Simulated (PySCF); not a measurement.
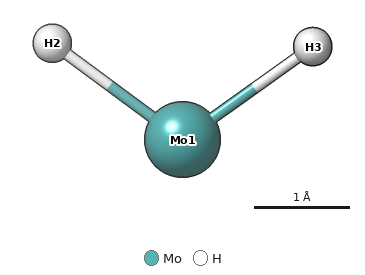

*The input geometry (ball-and-stick view, seen on its broad side; atoms are numbered from 1 in the order of the input). Sticks mark near contacts.*

**MoH2: frequency calculation**

System: MoH2, multiplicity 5.
Method: UKS-based PBE0, Mo def2-TZVP with ECP28, H def2-TZVP; non-relativistic Hamiltonian with a scalar-relativistic core potential; density fitting (PySCF 2.14.0).

The input:
```python
from pyscf import gto, scf, dft
mol = gto.M(atom='''
Mo     0.000000     0.000000    -0.020197
H      1.381129     0.000000     0.980998
H     -1.381129     0.000000     0.980998''',
    basis={'Mo': 'def2-TZVP', 'H': 'def2-TZVP'},
    ecp={'Mo': 'def2-TZVP'},
    charge=0, spin=4)
mf = dft.UKS(mol, xc='PBE0')
mf.grids.atom_grid = (75, 302)
aux = {'Mo': 'def2-universal-JKFIT', 'H': 'def2-universal-JKFIT'}
mf = mf.density_fit(auxbasis=aux)
mf.conv_tol = 1e-09
mf.diis_space = 10
mf.max_cycle = 60
mf.verbose = 4
mf.kernel()
```

The script is an equivalent of the set-up of the self-consistent field. The run itself was carried out by a driver, which started from the orbitals of the step before it where there was one and computed the further properties.

Command:
```bash
OMP_NUM_THREADS=2 python axn.py task.json out
```

Log:
```
init E= -69.2834303290103
  alpha nocc = 10  HOMO = -0.221484300137148  LUMO = -0.0197853556721337
  beta  nocc = 6  HOMO = -0.296322376026929  LUMO = -0.0475255303161406
  HOMO = -0.221484300137  LUMO = -0.0475255303161  gap/eV = 4.73366
cycle= 1 E= -69.2834303290105  delta_E= -1.42e-13  |g|= 3.55e-07  |ddm|= 4.9e-07
  alpha nocc = 10  HOMO = -0.221484216215708  LUMO = -0.0197852586137039
  beta  nocc = 6  HOMO = -0.296322420867145  LUMO = -0.047525450449013
  HOMO = -0.221484216216  LUMO = -0.047525450449  gap/eV = 4.73366
Extra cycle  E= -69.2834303290101  delta_E= 3.69e-13  |g|= 4.55e-07  |ddm|= 6.58e-07
converged SCF energy = -69.2834303290101  <S^2> = 6.0473457  2S+1 = 5.0189026
```

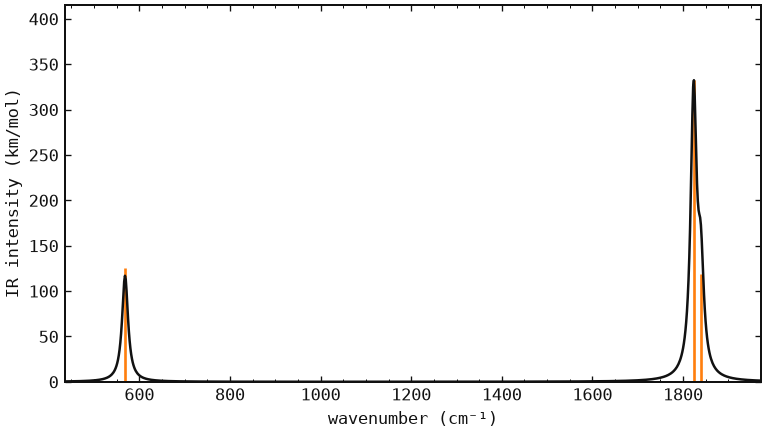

*Harmonic infrared spectrum, unscaled: sticks (degenerate modes added up, dark ones marked on the axis) with a Lorentzian envelope of 16 cm⁻¹ full width, scaled to the tallest stick.*

3 modes from 568 to 1839 cm⁻¹, none imaginary. The strongest line is at 1823 cm⁻¹ (332 km/mol). All modes, in cm⁻¹ (km/mol): 568 (125), 1823 (332), 1839 (119).

Key numbers:

| quantity | value |
| --- | --- |
| outcome | converged |
| total energy | −69.283430 hartree |
| ⟨S²⟩ | 6.047 |
| zero-point energy | 0.009639 hartree |
| dipole moment | 2.95 D |
| wavenumbers, lowest and highest | 568 and 1839 cm⁻¹ |
| hardware | 2 threads of AMD EPYC (Zen 3), 64 GiB of memory available, shared host |
| wall time | 12 s (CPU time 26 s) |
| peak memory | 0.58 GiB |
